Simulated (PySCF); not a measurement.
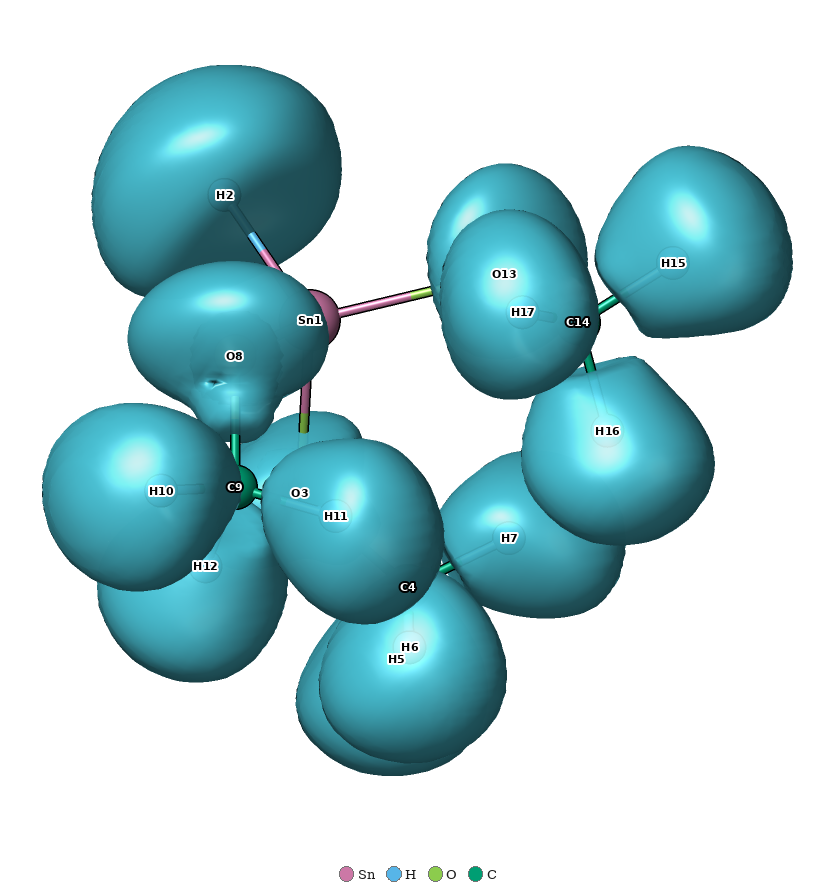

Figure. C$_{3}$H$_{10}$O$_{3}$Sn (SnH(OMe)3). Isosurface of the electron localisation function at 0.75 (cyan), seen at an oblique angle. Only the valence region is drawn (cores and ρ < 0.01 e/Å³ removed).

Geometry: PBE0-D3(BJ)/def2-SVP; core potentials replace the inner electrons of Sn.

All numbers below come from PySCF 2.14.0, wB97X-D/def2-SVPD, SCF density, gas phase, scalar-relativistic core potentials on the heavy atoms.

Input file:

```
{"job": {"kind": "uv", "xc": "wB97X-D", "basis": "def2-SVPD", "ip": false, "nstates": 10}, "charge": 0, "multiplicity": 1}
Sn     0.093905    -0.087289     1.579376
H      0.218519    -0.185643     3.264033
O      1.825847    -0.480125     0.709175
C      1.879636    -1.103073    -0.545266
H      2.899834    -1.492574    -0.702265
H      1.664401    -0.401723    -1.375326
H      1.180433    -1.955431    -0.636724
O     -0.462252     1.712507     0.978847
C      0.009208     2.249492    -0.227392
H     -0.141838     3.341951    -0.209348
H     -0.537996     1.854711    -1.105884
H      1.087124     2.064337    -0.392729
O     -1.235730    -1.369391     0.874902
C     -1.962921    -1.085703    -0.289497
H     -2.821286    -1.776170    -0.343531
H     -1.363094    -1.232022    -1.208970
H     -2.362347    -0.054463    -0.309151
```

Command:

```sh
OMP_NUM_THREADS=1 python probes_run.py task.json out
```

Identify the bonds, lone pairs and shells in this picture.

The ELF exceeds this value in ten regions around hydrogen nuclei and three regions on O in which the atom's valence shell and bonds are merged.

Values along the shortest contacts:
C–O (1.40 Å): the ELF peaks at about 0.90 between the atoms: a shared but strongly polarised pair. Sn–O (1.98 Å): the ELF peaks at about 0.85 in the valence shell of O, 0.6 Å from its nucleus, and drops to about 0.15 between the two atoms.
